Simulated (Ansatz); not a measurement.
# IrRu: how settings move the results

Aim, for IrRu: test the k-point mesh on the displaced cell.

Computed with Ansatz 0.2.0 (DFT PBEsol, scalar-relativistic, plane waves, PAW, unless a step's input says otherwise).

### Step 1. The system as given

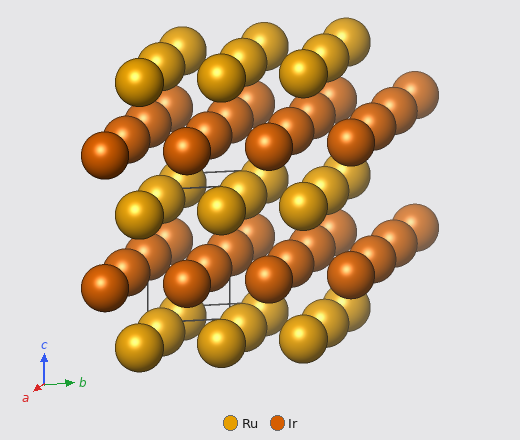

Start, viewed slightly off an axis; ruthenium amber, iridium orange. 3×3×2 cells are drawn. Atoms on the faces are drawn again on the opposite ones.

As a file:

```cif
data_structure
_symmetry_space_group_name_H-M 'P-6m2'
_symmetry_Int_Tables_number 187
_cell_length_a 2.7249
_cell_length_b 2.7249
_cell_length_c 4.3307
_cell_angle_alpha 90.000
_cell_angle_beta 90.000
_cell_angle_gamma 120.000
_cell_volume 27.85
loop_
_atom_site_label
_atom_site_type_symbol
_atom_site_symmetry_multiplicity
_atom_site_Wyckoff_symbol
_atom_site_fract_x
_atom_site_fract_y
_atom_site_fract_z
_atom_site_occupancy
Ru1 Ru 1 e 0.66667 0.33333 0.00000 1
Ir1 Ir 1 b 0.00000 0.00000 0.50000 1
```

The structure comes from the Materials Project (structure only); it is used as listed.

### Step 2. The base run, which the others are set against

Contents of input.yaml:

```yaml
crystal:
  lattice:
    - [2.724911084, 0.0, 0.0]
    - [-1.362455542, 2.3598422218, 0.0]
    - [0.0, 0.0, 4.3306976446]
  atoms:
    - { symbol: Ru, position: [0.66666667, 0.33333333, 0.0] }
    - { symbol: Ir, position: [0.0, 0.0, 0.5] }
basis:
  ecutwfc: 420
kpoints:
  mp_grid: { grid: [18, 18, 10] }
hamiltonian:
  xc: pbesol
scf:
  occupations: { method: gaussian, width: 0.1 }
output:
  forces: true
  stress: true
  eigenvalues: true
  populations: true
```

It was run beforehand and gave: -8807.7948 eV/atom at zero smearing, pressure -5.95 GPa, largest force 0.000 eV/Å, no gap on the mesh, in 6 SCF cycles and 6.3 s.

The runs on the displaced cell use a copy made earlier, with the atoms moved and the axes strained (about 1 %) at random, so that forces and shear stress do not vanish.

### Step 3. K-point mesh on the displaced cell set to 1×1×1

Contents of input.yaml:

```yaml
crystal:
  lattice:
    - [2.7036869944, 0.0016659718, 0.0352617684]
    - [-1.3504007233, 2.3756735075, -0.0001665495]
    - [0.0560414826, 0.0320499195, 4.2393109671]
  atoms:
    - { symbol: Ru, position: [0.6412724526, 0.2630706951, -0.0114318956] }
    - { symbol: Ir, position: [-0.0187795121, -0.0525633801, 0.4676473334] }
basis:
  ecutwfc: 420
kpoints:
  mp_grid: { grid: [1, 1, 1] }
hamiltonian:
  xc: pbesol
scf:
  occupations: { method: gaussian, width: 0.1 }
output:
  forces: true
  stress: true
  eigenvalues: true
```

Output, cut to the lines that bear on the results:

```text
Warning: RAYON_NUM_THREADS=2 ignored (pool sized by the plan → 2); use --threads N
[...]
Pseudopotentials: kind: paw
Pseudopotential: Ru, paw, valence charge 16, recommended cutoff 420 eV (normal), Ru.paw.azcp
Pseudopotential: Ir, paw, valence charge 17, recommended cutoff 420 eV (normal), Ir.paw.azcp
Functional definition: PBEsol
[...]
Crystal: 2 atoms, lattice volume = 27.233 Å³
Basis set: ecut = 420 eV, 541 PW (Γ), exchange–correlation on 40×40×60 points (8 copies of the dense FFT grid, shifted against one another)
Bands: 21, of which v1, the nominal top of the filled ones, is band 17 counted from 1 (16 counted from 0)
Symmetry: 1 space group operations
Space group: P1 (ITA 1), of the structure as read, at distance tolerance 3.0e-5 Å
k-points: 1
[...]
SCF iter   1: F=—  HF=-17618.754345 eV  |F-HF|=—  |Δ(HF+E_count)|=         —  Δρ=1.62e-1  dr2=4.52e0  ethr=1.77e-3  ⟨swp⟩=5.0  Hψ=87  notcnv=0
[...]
SCF iter  11: F=-17617.250448 eV  HF=-17617.250448 eV  |F-HF|=1.60e-10  |Δ(HF+E_count)|=   1.29e-8  Δρ=8.57e-6  dr2=6.22e-9  ethr=3.03e-10  ⟨swp⟩=4.0  Hψ=74  notcnv=0
[...]
SCF converged after 11 iterations
Free energy (F): -17617.250448 eV
[...]
E sigma→0 (E₀):  -17617.213219 eV
Entropy (-TS):   -0.074457 eV (-37.229 meV/atom)
Fermi energy:    24.064949 eV
[...]
--- Forces (eV/Å), atoms counted from 1 ---
  atom   1  Ru     0.39938741     0.74512215     4.93379775
  atom   2  Ir    -0.39939247    -0.74512513    -4.93371212
[...]
--- Stress (GPa, compression-positive) ---
       68.029478      12.841495      -4.752092
       12.841510     107.628363      -9.093957
       -4.752083      -9.093940     -84.518771
  P = ⅓ Tr σ = 30.3797 GPa (303.797 kbar)
--- Band table (eV) ---
  k-point 0: bands = ["-66.1935", "-46.9565", "-24.0611", "-22.5084", "-22.4719", "-17.7004", "-16.3876", "-16.3163", "15.1861", "18.4422", "22.5102", "22.7373", "22.9003", "23.0677", "23.2265", "23.9604", "24.0526", "25.4026", "26.1411", "26.6302", "34.6973"]
```

It took 0.46 s on 2 threads of an Arm CPU, shared host; peak memory 0.27 GiB.

Result: -8808.6066 eV/atom at zero smearing, pressure 30.38 GPa, largest force 5.006 eV/Å and no gap on the mesh.

### Step 4. K-point mesh on the displaced cell set to 4×4×2

input.yaml, as its differences from that of step 3:

```diff
@@ -11,3 +11,3 @@
 kpoints:
-  mp_grid: { grid: [1, 1, 1] }
+  mp_grid: { grid: [4, 4, 2] }
 hamiltonian:
```

Output, cut to the lines that bear on the results:

```text
Warning: RAYON_NUM_THREADS=2 ignored (pool sized by the plan → 2); use --threads N
[...]
[... 4 set-up lines as earlier in the session ...]
[...]
Crystal: 2 atoms, lattice volume = 27.233 Å³
Basis set: ecut = 420 eV, 541 PW (Γ), exchange–correlation on 40×40×60 points (8 copies of the dense FFT grid, shifted against one another)
Bands: 21, of which v1, the nominal top of the filled ones, is band 17 counted from 1 (16 counted from 0)
[... 2 set-up lines as earlier in the session ...]
k-points: 20 of 32 (time reversal used)
[...]
SCF iter   1: F=—  HF=-17615.807787 eV  |F-HF|=—  |Δ(HF+E_count)|=         —  Δρ=2.02e-2  dr2=5.81e-2  ethr=1.77e-3  ⟨swp⟩=4.5  Hψ=1625  notcnv=0
[...]
SCF iter   7: F=-17615.797356 eV  HF=-17615.797356 eV  |F-HF|=2.95e-9  |Δ(HF+E_count)|=   2.37e-9  Δρ=8.17e-6  dr2=5.77e-9  ethr=3.03e-10  ⟨swp⟩=6.3  Hψ=1667  notcnv=0
[...]
SCF converged after 7 iterations
Free energy (F): -17615.797356 eV
[...]
E sigma→0 (E₀):  -17615.791956 eV
Entropy (-TS):   -0.010799 eV (-5.400 meV/atom)
Fermi energy:    25.272142 eV
[...]
--- Forces (eV/Å), atoms counted from 1 ---
  atom   1  Ru     0.05507061     0.35693773    -1.58242081
  atom   2  Ir    -0.05506989    -0.35694448     1.58239244
[...]
--- Stress (GPa, compression-positive) ---
       -3.427399       0.745500      -3.905305
        0.745500     -12.221211      -2.388639
       -3.905306      -2.388640      20.275763
  P = ⅓ Tr σ = 1.5424 GPa (15.424 kbar)
--- Band table (eV; the first three rows and the last of 20) ---
  k-point 0: bands = ["-67.8455", "-47.8050", "-24.7605", "-24.4106", "-24.3938", "-17.9116", "-17.4078", "-17.3830", "14.9321", "17.9614", "21.2702", "21.5461", "22.1661", "22.5611", "22.7177", "23.2106", "23.3060", "25.6595", "25.7579", "26.1870", "34.4001"]
[...]
```

Wall time 0.78 s (2 threads of an Arm CPU, shared host); peak memory 0.28 GiB.

Read-out: -8807.8960 eV/atom at zero smearing, pressure 1.54 GPa, largest force 1.623 eV/Å and no gap on the mesh.

### Step 5. K-point mesh on the displaced cell: 6×6×4

input.yaml, as its differences from that of step 4:

```diff
@@ -11,3 +11,3 @@
 kpoints:
-  mp_grid: { grid: [4, 4, 2] }
+  mp_grid: { grid: [6, 6, 4] }
 hamiltonian:
```

Output, cut to the lines that bear on the results:

```text
Warning: RAYON_NUM_THREADS=2 ignored (pool sized by the plan → 2); use --threads N
[...]
[... 4 set-up lines as earlier in the session ...]
[...]
Crystal: 2 atoms, lattice volume = 27.233 Å³
Basis set: ecut = 420 eV, 541 PW (Γ), exchange–correlation on 40×40×60 points (8 copies of the dense FFT grid, shifted against one another)
Bands: 21, of which v1, the nominal top of the filled ones, is band 17 counted from 1 (16 counted from 0)
[... 2 set-up lines as earlier in the session ...]
k-points: 76 of 144 (time reversal used)
[...]
SCF iter   1: F=—  HF=-17615.395616 eV  |F-HF|=—  |Δ(HF+E_count)|=         —  Δρ=1.56e-2  dr2=8.00e-2  ethr=1.77e-3  ⟨swp⟩=4.5  Hψ=6144  notcnv=0
[...]
SCF iter   7: F=-17615.386668 eV  HF=-17615.386668 eV  |F-HF|=1.64e-8  |Δ(HF+E_count)|=   2.65e-7  Δρ=1.22e-5  dr2=2.91e-8  ethr=3.03e-10  ⟨swp⟩=4.1  Hψ=6779  notcnv=0
[...]
SCF converged after 7 iterations
Free energy (F): -17615.386668 eV
[...]
E sigma→0 (E₀):  -17615.378132 eV
Entropy (-TS):   -0.017073 eV (-8.537 meV/atom)
Fermi energy:    25.242950 eV
[...]
--- Forces (eV/Å), atoms counted from 1 ---
  atom   1  Ru     0.09909437     0.36406477    -1.27539977
  atom   2  Ir    -0.09909163    -0.36405967     1.27533902
[...]
--- Stress (GPa, compression-positive) ---
        6.789302       0.444281      -5.078098
        0.444281      -0.759396      -3.031162
       -5.078097      -3.031162      11.478340
  P = ⅓ Tr σ = 5.8361 GPa (58.361 kbar)
--- Band table (eV; the first three rows and the last of 76) ---
  k-point 0: bands = ["-67.7376", "-47.9999", "-24.6980", "-24.2848", "-24.2710", "-18.0668", "-17.6091", "-17.5860", "14.9795", "17.9039", "21.3638", "21.6370", "22.1056", "22.4613", "22.6454", "23.1375", "23.2452", "25.6741", "25.7243", "26.1386", "34.3604"]
[...]
```

It took 2 s on 2 threads of an Arm CPU, shared host; peak memory 0.33 GiB.

Result: -8807.6891 eV/atom at zero smearing, pressure 5.84 GPa, largest force 1.330 eV/Å and no gap on the mesh.

### Step 6. K-point mesh on the displaced cell set to 8×8×6

input.yaml, as its differences from that of step 5:

```diff
@@ -11,3 +11,3 @@
 kpoints:
-  mp_grid: { grid: [6, 6, 4] }
+  mp_grid: { grid: [8, 8, 6] }
 hamiltonian:
```

Output, cut to the lines that bear on the results:

```text
Warning: RAYON_NUM_THREADS=2 ignored (pool sized by the plan → 2); use --threads N
[...]
[... 4 set-up lines as earlier in the session ...]
[...]
Crystal: 2 atoms, lattice volume = 27.233 Å³
Basis set: ecut = 420 eV, 541 PW (Γ), exchange–correlation on 40×40×60 points (8 copies of the dense FFT grid, shifted against one another)
Bands: 21, of which v1, the nominal top of the filled ones, is band 17 counted from 1 (16 counted from 0)
[... 2 set-up lines as earlier in the session ...]
k-points: 196 of 384 (time reversal used)
[...]
SCF iter   1: F=—  HF=-17615.532973 eV  |F-HF|=—  |Δ(HF+E_count)|=         —  Δρ=1.44e-2  dr2=6.04e-2  ethr=1.77e-3  ⟨swp⟩=4.5  Hψ=15753  notcnv=0
[...]
SCF iter   7: F=-17615.525884 eV  HF=-17615.525884 eV  |F-HF|=5.13e-9  |Δ(HF+E_count)|=   6.90e-8  Δρ=7.89e-6  dr2=9.98e-9  ethr=3.03e-10  ⟨swp⟩=5.3  Hψ=14299  notcnv=0
[...]
SCF converged after 7 iterations
Free energy (F): -17615.525884 eV
[...]
E sigma→0 (E₀):  -17615.523265 eV
Entropy (-TS):   -0.005238 eV (-2.619 meV/atom)
Fermi energy:    25.298063 eV
[...]
--- Forces (eV/Å), atoms counted from 1 ---
  atom   1  Ru     0.09260365     0.47645086    -1.35381016
  atom   2  Ir    -0.09260271    -0.47644770     1.35376804
[...]
--- Stress (GPa, compression-positive) ---
        5.086607       0.553793      -4.890915
        0.553793      -3.587312      -3.345553
       -4.890915      -3.345554      12.289604
  P = ⅓ Tr σ = 4.5963 GPa (45.963 kbar)
--- Band table (eV; the first three rows and the last of 196) ---
  k-point 0: bands = ["-67.7448", "-47.9948", "-24.7013", "-24.2885", "-24.2844", "-18.0602", "-17.5985", "-17.5861", "14.9762", "17.9065", "21.3563", "21.6281", "22.1030", "22.4676", "22.6502", "23.1419", "23.2446", "25.6750", "25.7201", "26.1462", "34.3618"]
[...]
```

It took 4.5 s on 2 threads of an Arm CPU, shared host; peak memory 0.4 GiB.

Result: -8807.7616 eV/atom at zero smearing, pressure 4.60 GPa, largest force 1.438 eV/Å and no gap on the mesh.

### Step 7. Summary: the k-point mesh on the displaced cell

Energies are per atom, extrapolated to zero smearing, and count from the run at 12×12×8. Pressure is positive in compression.

```
   mesh  ΔE (meV/atom)  pressure (GPa)  largest change of a force component (eV/Å)  irreducible points  SCF cycles  CPU time
  1×1×1           -865           30.38                                       6.421                   1          11    0.76 s
  4×4×2           -154            1.54                                       0.096                  20           7     1.4 s
  6×6×4           52.8            5.84                                       0.211                  76           7     3.9 s
  8×8×6          -19.7            4.60                                       0.133                 196           7     8.8 s
12×12×8           0.00            4.82                                       0.000                 580           6      25 s
```

CPU times come from a shared host, so they are rough.

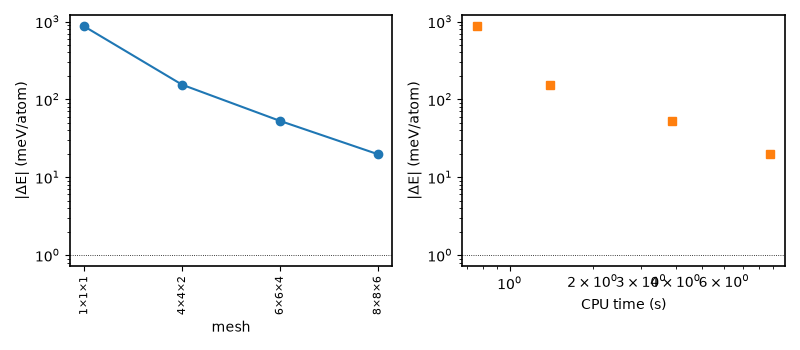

Size of the energy difference from the reference against the k-point mesh (left) and against the time spent (right); the dotted line marks 1 meV/atom. The reference itself is not drawn.

### Step 8. Summary of results

| quantity | value |
| --- | --- |
| k-point mesh on the displaced cell: within 10 and 1 meV/atom of 12×12×8 from | none of the others for 10; none of the others for 1 |

The energy still moves by 19.7 meV/atom between the last two values of the k-point mesh on the displaced cell, so 1 meV/atom is not shown to be reached. The error changes sign along the series, since a k mesh isn't variational, and a metal needs dense meshes to resolve its Fermi surface. Forces come within 0.01 eV/Å only at the reference itself. The runs treat Ir without spin-orbit coupling.
